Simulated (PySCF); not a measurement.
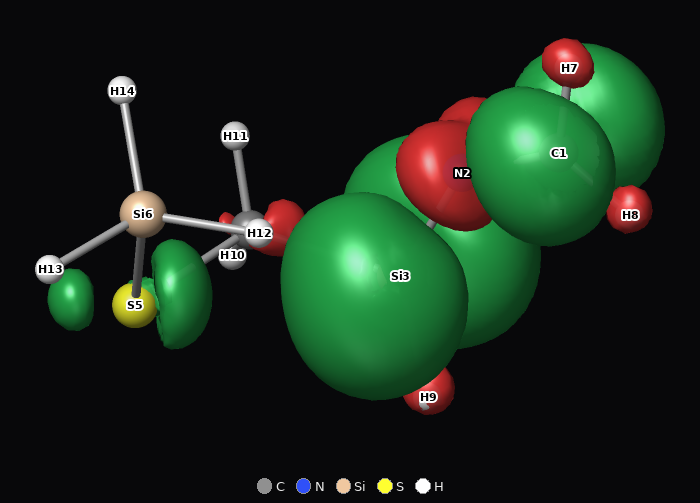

*C₂H₈NSSi₂ (SMILES C=N[SiH]CS[SiH3]) (doublet). Isosurfaces of the spin density at +0.015 (green) and −0.015 e/Å³ (red), seen at an oblique angle.*

Geometry: GFN2-xTB.

These are results of PySCF 2.14.0, density-fitted response routines, UKS B3LYP, pcH-1 on C H N S Si, non-relativistic, mean-field spin-orbit, GIAO, not measurements.

```xyz
14

C    -2.4478    1.4994   -0.3199
N    -1.6081    0.5383   -0.0629
Si   -1.0576   -0.8583   -0.7386
C     0.2244   -1.6723    0.3759
S     1.9330   -1.4266   -0.2763
Si    2.2934    0.6192    0.2205
H    -2.5795    2.2616    0.4315
H    -3.0173    1.5854   -1.2356
H    -1.1834   -1.5115   -2.0348
H     0.1069   -2.7531    0.4061
H     0.2031   -1.2954    1.3951
H     1.3259    1.4414   -0.4958
H     3.6589    0.8099   -0.2360
H     2.1475    0.7616    1.6638
```

Which atoms carry the spin?

The unpaired spin (1 electron) lies mostly on Si3 (about 0.5) and C1 (about 0.3), in electrons by Hirshfeld's partition.
